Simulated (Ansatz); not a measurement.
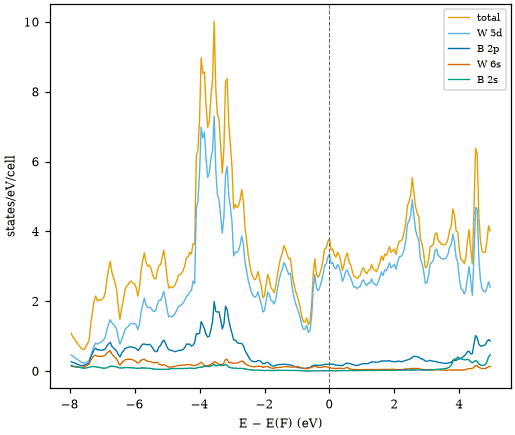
Fig. 1. Total and projected density of states of BW2 in space group I4/mcm (No. 140; B on 4a, W on 8h), LDA in the plane-wave PAW code Ansatz

### Question
Which orbitals carry the states next to the Fermi level?

### Answer
Within 0.5 eV of the Fermi level: W 5d 88 %, B 2p 6 %. Projections are on Löwdin-orthogonalised atomic valence shells; empty p or d shells of many metals are not among them.

### Question
Where is the tallest occupied peak in this window, and what makes it?

### Answer
Near -3.5 eV, about 10 states/eV per cell; the largest projected share is W 5d.

The first step of the workflow began from a Materials Project structure, measured or hypothetical; the Crystallography Open Database files this formula in space group No. 140, but the cells were not matched. Its standing as an ambient phase is unchecked. Symmetry was held in the LDA relaxation. At this level the phase is dynamically unstable (imaginary phonons). No spin polarisation was allowed. Spin–orbit coupling is left out wherever it is not named.

Potentials: the later of the program's two PAW sets.
